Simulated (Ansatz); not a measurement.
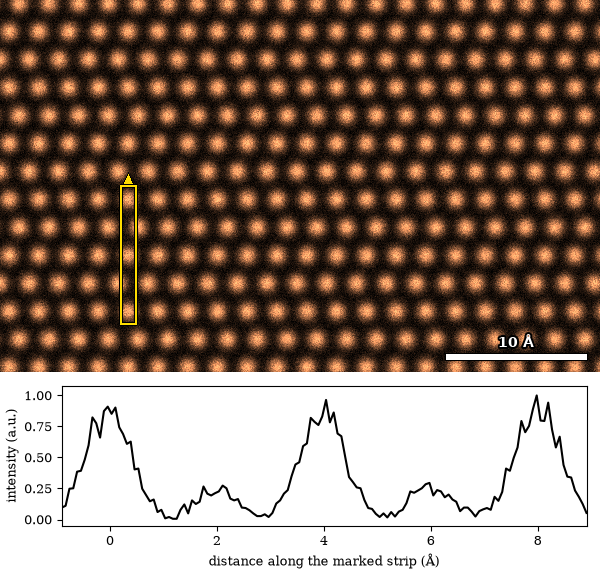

Dark-field STEM-like image of Co (P6_3/mmc, No. 194) along [100]. The image is simulated as a sum over atoms of Z^1.7, blurred by a 1.02 Å probe (no channelling). The probe carries 25 % of its weight in a tail 2.5 times as wide. Shot noise was added. Atomic positions: the input geometry of a calculation; the starting structure was generated, so it need not be a known form of this composition.

```cif
data_structure
_symmetry_space_group_name_H-M 'P 1'
_symmetry_Int_Tables_number 1
_cell_length_a 2.4630
_cell_length_b 2.4630
_cell_length_c 8.0175
_cell_angle_alpha 90.000
_cell_angle_beta 90.000
_cell_angle_gamma 120.000
_cell_volume 42.12
loop_
_atom_site_label
_atom_site_type_symbol
_atom_site_fract_x
_atom_site_fract_y
_atom_site_fract_z
_atom_site_occupancy
Co1 Co 0.00000 0.00000 0.00000 1
Co2 Co 0.00000 0.00000 0.50000 1
Co3 Co 0.33333 0.66667 0.25000 1
Co4 Co 0.66667 0.33333 0.75000 1
```

The curve is the intensity along the marked strip, in the direction of its arrowhead, with zero distance at the first column. Brightness is counted from the darkest point of the image.

Q: List the columns that the line crosses, with their positions.

A:
| position (Å) | atoms per repeat along the beam | height (% of the highest) |
| --- | --- | --- |
| 0.0 | 1 Co | 100 |
| 4.0 | 1 Co | 100 |
| 8.0 | 1 Co | 100 |
